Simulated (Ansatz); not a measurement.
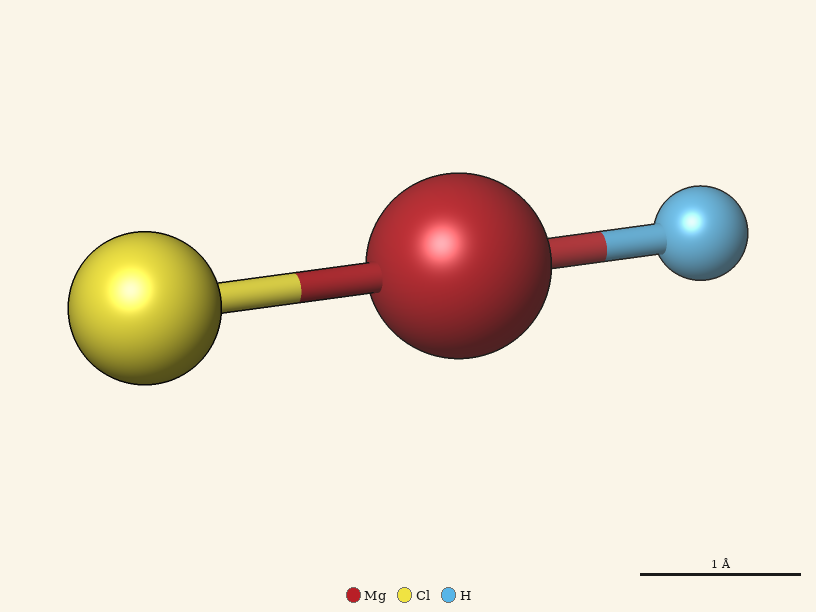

The geometry was computed by an optimisation with PBE0-D4/def2-TZVP.

Count the atoms of each element.

Answer. ClHMg, 3 atoms: 1 chlorine, 1 hydrogen and 1 magnesium.

Count the bonded pairs by element.

Answer. 1 Cl–Mg, 1 Mg–H. Sticks follow a distance rule.

What is the point group of this geometry?

Answer. C∞v.

More results for the same structure follow; atom numbers are the same in all pictures, views and colours differ.

**Shape**

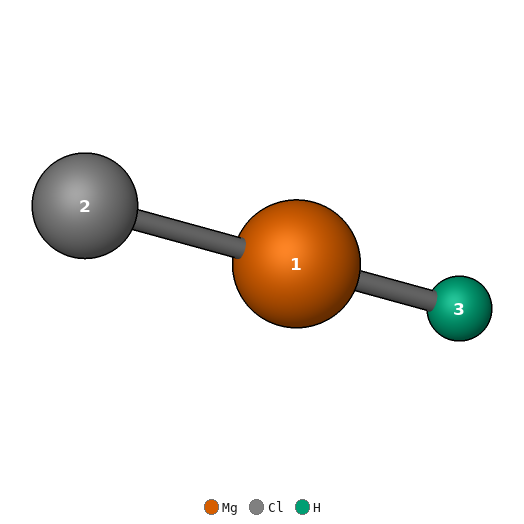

Numbered structure.

List the bonds and their lengths.

```json
{"bond": "Mg1–Cl2", "length (Å)": "2.187"}
{"bond": "Mg1–H3", "length (Å)": "1.686"}
```

**Electronic properties**

Method: RKS PBE0-D4/def2-TZVP (Ansatz 0.2.0).

Estimate the dipole moment.

Answer. 1.57 D.

Give the harmonic zero-point energy at this level.

Answer. 16.6 kJ/mol.

**Vibrations**

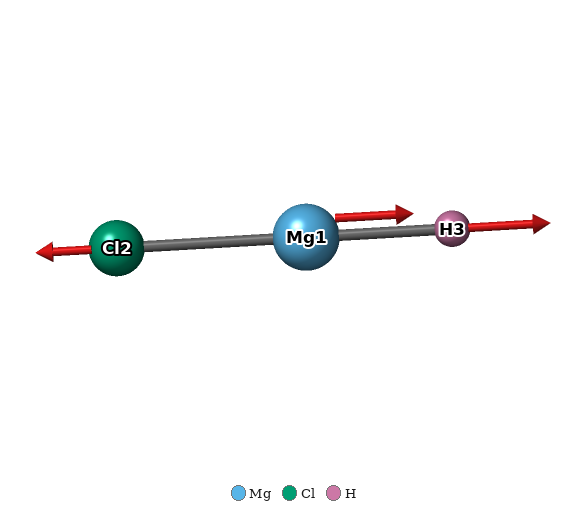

The arrows show one normal mode. Harmonic vibrations computed with RKS PBE0-D4/def2-TZVP (Ansatz 0.2.0) at a stationary point of the same level.

Describe the motion.

Answer. Mostly Mg–Cl stretching.

Estimate its harmonic wavenumber.

Answer. 476 cm⁻¹; it is mode 3 of 4 counted from the lowest.

**Charges**

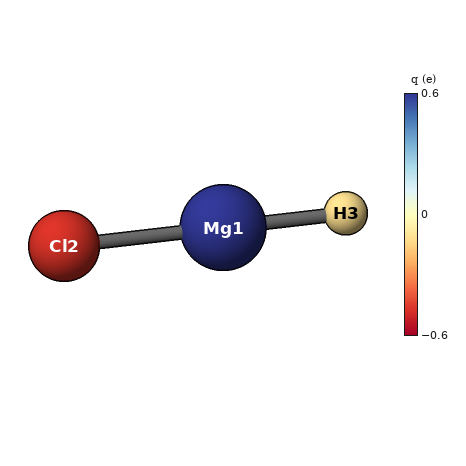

Atoms are coloured by their Mulliken charges. Properties computed with RKS PBE0-D4/def2-TZVP (Ansatz 0.2.0).

List the Mulliken charges.

```csv
atom,value (e)
Mg1,0.59
Cl2,−0.47
H3,−0.12
```

Mulliken values depend strongly on the basis set and can even reverse the polarity of a bond.
